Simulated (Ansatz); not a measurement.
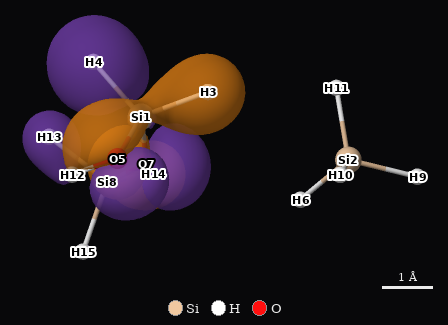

H₆O₂Si₂···SiH₄. One frontier orbital at ±0.1 Å⁻³ᐟ² (orange and purple are the two phases), seen from one side.

Level of theory: Ansatz, RKS PBE/6-31G*.

```xyz
15

Si   -0.5568    1.2862   -1.0518
Si    0.0731   -3.1002   -0.4183
H    -1.0084    0.0240   -1.6990
H    -1.6951    2.2228   -0.7505
O     0.4988    1.9525   -2.1601
H     0.7532   -2.3048    0.6518
O     0.1709    0.9042    0.3939
Si    0.3150    1.4468    1.9632
H     0.3304   -4.5606   -0.1937
H     0.6057   -2.7039   -1.7609
H    -1.4036   -2.8484   -0.3729
H     0.8280    2.8457   -1.9459
H    -0.6061    2.6092    2.2140
H    -0.0297    0.3376    2.9086
H     1.7246    1.8888    2.2218
```

Which orbital is it: HOMO or LUMO?

Answer. The HOMO, at −7.08 eV. By Hirshfeld shares it lies mainly on O5 (about 25 %), O7 (about 25 %), Si1 (about 15 %), H4 (about 15 %) and H3 (about 5 %).
